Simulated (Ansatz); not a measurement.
The figure comes from a scan of InP (zinc blende): one P atom of a 2-atom cell moves by s along Cartesian x, with its periodic images. Level of theory: PBE (plane waves to 420 eV, PAW, scalar-relativistic; Ansatz, an electronic-structure program). k mesh 8×8×8 (Γ-centred), Fermi-Dirac smearing 0.05 eV. Energies are smeared free energies. InP was relaxed with its symmetry unable to fall. The zero of ΔE is the undisplaced structure.

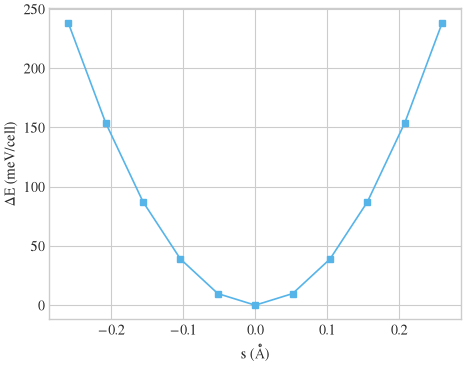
ΔE (meV/cell) against s (Å); one marker a computed point.

Q: Turn the plot into a table (rounded to what can be read).

A: To the nearest 5:

```
s (Å)   ΔE (meV/cell)
------  -------------
-0.260            240
-0.208            155
-0.156             85
-0.104             40
-0.052             10
0.000               0
0.052              10
0.104              40
0.156              85
0.208             155
0.260             240
```

(For displaced atoms, the force is minus the slope of the energy, and its curvature is a force constant, which sets phonon frequencies.)
